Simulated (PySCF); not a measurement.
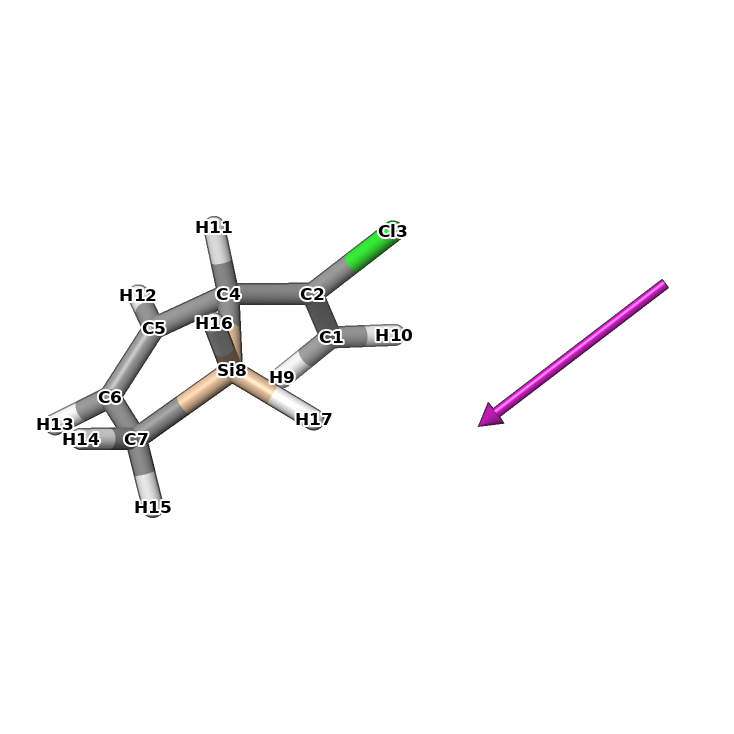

The arrow beside the molecule shows the direction of the dipole moment, from the negative to the positive end (its length means nothing). The geometry was computed by an optimisation with GFN2-xTB. No frequency run is at hand to confirm it as a minimum. Method: PBE0/pcSseg-1, gas phase (PySCF 2.14.0).

> How large is the dipole moment?

2.14 D; it points from the side of Cl3 to the side of H13 (the outermost atoms at the two ends).

The geometry is semi-empirical. Around Si such bond lengths and angles can be off by a tenth of an ångström or more and by several degrees, and values that hang on the shape move with them.
